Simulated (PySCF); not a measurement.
# Two runs on C$_{3}$H$_{9}$NSi

System: C$_{3}$H$_{9}$NSi.
Method of run A: GIAO PBE0/pcSseg-1 NMR shielding, non-relativistic, IEF-PCM tetrahydrofuran (PySCF 2.14.0).

The geometry comes from this level: GFN2-xTB. Text and figures count atoms from 1; the logs count them from 0 in places.

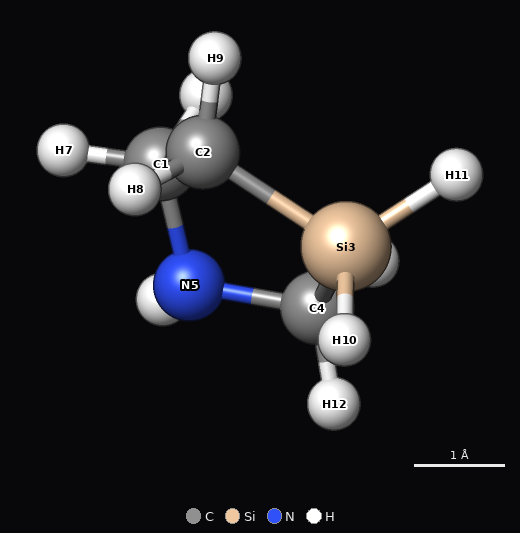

**Figure 1.** The structure as given in the input (ball-and-stick view, seen at a tilt; atoms are numbered from 1 in the order of the input). Bond lengths as drawn: C–C 1.53 Å, C–H 1.09 to 1.11 Å, C–N 1.45 to 1.46 Å, C–Si 1.91 Å, H–N 1.02 Å and H–Si 1.46 to 1.47 Å.

## The input, run A
```
{"job": {"kind": "nmr", "xc": "PBE0", "basis": "pcSseg-1", "solvent": "tetrahydrofuran", "pop": false}, "charge": 0, "multiplicity": 1}
C      0.688869    -1.084260     0.119254
C      1.303720     0.249229    -0.314514
Si    -0.139234     1.480865    -0.126882
C     -1.387848     0.073746     0.204577
N     -0.689412    -1.085712    -0.330373
H      0.767614    -1.179883     1.218061
H      1.206046    -1.935657    -0.331397
H      1.622615     0.180765    -1.353436
H      2.183835     0.480616     0.281415
H     -0.424362     2.228132    -1.351369
H      0.002896     2.382451     1.021842
H     -2.340742     0.178612    -0.313962
H     -1.608417    -0.024319     1.280440
H     -1.156871    -1.952565    -0.082443
```

The first line tells a small driver script what to run in PySCF; the rest is the geometry in Å.

Launched with:
```bash
OMP_NUM_THREADS=1 python <driver script> task.json out
```

Hardware: 1 CPU thread, shared host.

## Output (run A)
```
coarse grid: 11528 points
cycle   1  E = -463.5399432859  dE =  4.339e-01  |g| = 3.850e-01  |ddm| = 3.246e+00
cycle   2  E = -463.5236831748  dE =  1.626e-02  |g| = 4.683e-01  |ddm| = 7.766e-01
cycle   3  E = -463.5782245023  dE = -5.454e-02  |g| = 4.002e-02  |ddm| = 4.470e-01
cycle   4  E = -463.5785076388  dE = -2.831e-04  |g| = 1.502e-02  |ddm| = 3.983e-02
cycle   5  E = -463.5785479635  dE = -4.032e-05  |g| = 6.018e-03  |ddm| = 1.509e-02
cycle   6  E = -463.5785555595  dE = -7.596e-06  |g| = 7.060e-04  |ddm| = 4.817e-03
final grid: 104896 points
cycle   7  E = -463.6057896693  dE = -2.333e-05  |g| = 7.508e-03  |ddm| = 2.057e-02
cycle   8  E = -463.6057808065  dE =  8.863e-06  |g| = 9.616e-03  |ddm| = 1.485e-02
cycle   9  E = -463.6058040821  dE = -2.328e-05  |g| = 4.248e-04  |ddm| = 8.421e-03
cycle  10  E = -463.6058041083  dE = -2.615e-08  |g| = 1.929e-04  |ddm| = 4.039e-04
cycle  11  E = -463.6058041155  dE = -7.264e-09  |g| = 3.666e-05  |ddm| = 1.456e-04
cycle  12  E = -463.6058041158  dE = -2.608e-10  |g| = 7.613e-06  |ddm| = 4.203e-05
converged SCF energy = -463.6058041158

GIAO shielding tensors (ppm)
atom      isotropic    diamagn.    paramagn.     s11        s22        s33       span
  0 C      134.773     246.367    -111.594    110.525    125.552    168.243     57.718
  1 C      176.909     251.455     -74.546    157.196    174.255    199.275     42.079
  2 Si     385.816     879.304    -493.488    341.765    387.521    428.164     86.399
  3 C      152.932     249.849     -96.916    128.487    137.036    193.274     64.787
  4 N      213.719     320.278    -106.559    162.791    195.065    283.300    120.509
  5 H       29.110      30.860      -1.750     23.341     27.970     36.017     12.676
  6 H       28.135      29.745      -1.610     23.109     26.473     34.822     11.713
  7 H       30.619      30.252       0.367     25.496     27.630     38.730     13.234
  8 H       30.727      29.903       0.825     26.069     27.553     38.559     12.490
  9 H       27.722      28.669      -0.947     24.342     24.840     33.984      9.642
 10 H       27.639      28.616      -0.977     24.547     24.849     33.520      8.973
 11 H       28.789      29.625      -0.835     24.440     26.532     35.396     10.956
 12 H       29.460      30.176      -0.717     23.876     27.312     37.191     13.315
 13 H       30.461      32.189      -1.728     20.321     28.942     42.120     21.799
```

The input of run B differs as follows (lines with − go, lines with + come):
```diff
-"solvent": "tetrahydrofuran"
+"solvent": "dimethylsulfoxide"
```

What does this change do to the results?

The total energy of run B is 0.5 kcal/mol lower: the change of the electrostatic solvation energy at this fixed geometry, without cavity or dispersion terms. The dipole moment goes from 1.27 to 1.36 D. Of all shieldings, the largest change is that of N5, by +0.8 ppm. The number of SCF iterations is the same.

## Output (run B)
```
coarse grid: 11528 points
cycle   1  E = -463.5412361355  dE =  4.327e-01  |g| = 3.828e-01  |ddm| = 3.246e+00
cycle   2  E = -463.5260133807  dE =  1.522e-02  |g| = 4.622e-01  |ddm| = 7.637e-01
cycle   3  E = -463.5790929300  dE = -5.308e-02  |g| = 3.916e-02  |ddm| = 4.360e-01
cycle   4  E = -463.5793640671  dE = -2.711e-04  |g| = 1.466e-02  |ddm| = 3.883e-02
cycle   5  E = -463.5794022823  dE = -3.822e-05  |g| = 5.980e-03  |ddm| = 1.487e-02
cycle   6  E = -463.5794097757  dE = -7.493e-06  |g| = 6.836e-04  |ddm| = 4.777e-03
final grid: 104896 points
cycle   7  E = -463.6066387345  dE = -2.343e-05  |g| = 7.472e-03  |ddm| = 2.054e-02
cycle   8  E = -463.6066302567  dE =  8.478e-06  |g| = 9.515e-03  |ddm| = 1.468e-02
cycle   9  E = -463.6066530229  dE = -2.277e-05  |g| = 4.162e-04  |ddm| = 8.260e-03
cycle  10  E = -463.6066530477  dE = -2.475e-08  |g| = 1.898e-04  |ddm| = 3.921e-04
cycle  11  E = -463.6066530547  dE = -7.034e-09  |g| = 3.708e-05  |ddm| = 1.430e-04
cycle  12  E = -463.6066530550  dE = -2.706e-10  |g| = 7.576e-06  |ddm| = 4.339e-05
converged SCF energy = -463.6066530550

GIAO shielding tensors (ppm)
atom      isotropic    diamagn.    paramagn.     s11        s22        s33       span
  0 C      134.883     246.346    -111.463    110.554    125.722    168.374     57.819
  1 C      176.927     251.537     -74.610    157.179    174.244    199.356     42.177
  2 Si     385.683     879.316    -493.633    341.500    387.466    428.083     86.583
  3 C      153.000     249.852     -96.852    128.660    136.973    193.368     64.708
  4 N      214.482     320.535    -106.052    163.145    196.686    283.617    120.472
  5 H       29.084      30.825      -1.741     23.326     27.924     36.003     12.677
  6 H       28.138      29.752      -1.614     23.097     26.472     34.844     11.747
  7 H       30.638      30.276       0.362     25.514     27.657     38.743     13.229
  8 H       30.690      29.882       0.808     26.023     27.506     38.542     12.519
  9 H       27.741      28.702      -0.961     24.364     24.865     33.994      9.629
 10 H       27.640      28.628      -0.988     24.548     24.846     33.526      8.978
 11 H       28.793      29.626      -0.833     24.427     26.535     35.418     10.991
 12 H       29.424      30.142      -0.718     23.849     27.258     37.166     13.317
 13 H       30.368      32.159      -1.791     20.251     28.752     42.102     21.850
```

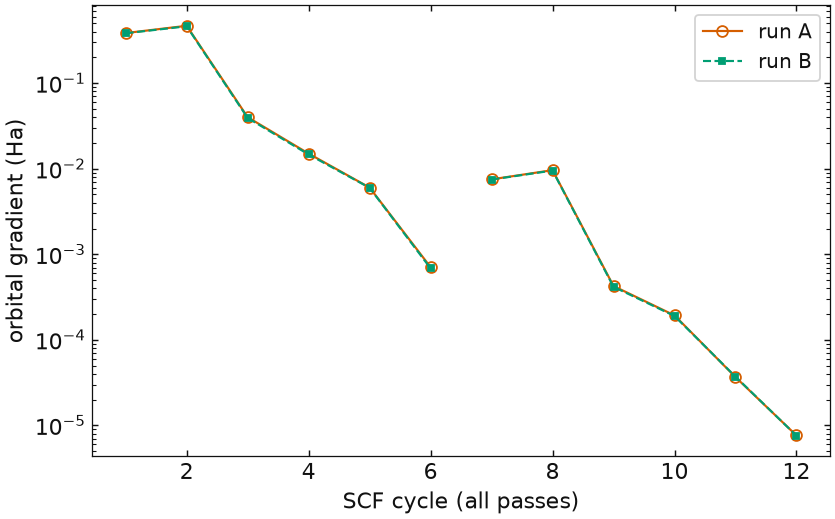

**Figure 2.** Convergence of the two runs: orbital gradient against the SCF cycle. A break in a curve parts two SCF passes (coarse and final grid). Run A takes 12 cycles in all, and run B takes 12.

## The two runs side by side

```tsv
quantity	run A	run B
outcome	converged	converged
total energy (hartree)	−463.605804	−463.606653
HOMO (eV)	−6.34	−6.36
LUMO (eV)	1.02	1.03
dipole moment (D)	1.27	1.36
shielding of C1 (ppm)	134.8	134.9
shielding of Si3 (ppm)	385.8	385.7
shielding of C4 (ppm)	152.9	153.0
shielding of N5 (ppm)	213.7	214.5
shielding of H9 (ppm)	30.7	30.7
shielding of H13 (ppm)	29.5	29.4
shielding of H14 (ppm)	30.5	30.4
SCF iterations	12	12
basis functions	137	137
wall time (shared host)	11 s	11 s
```
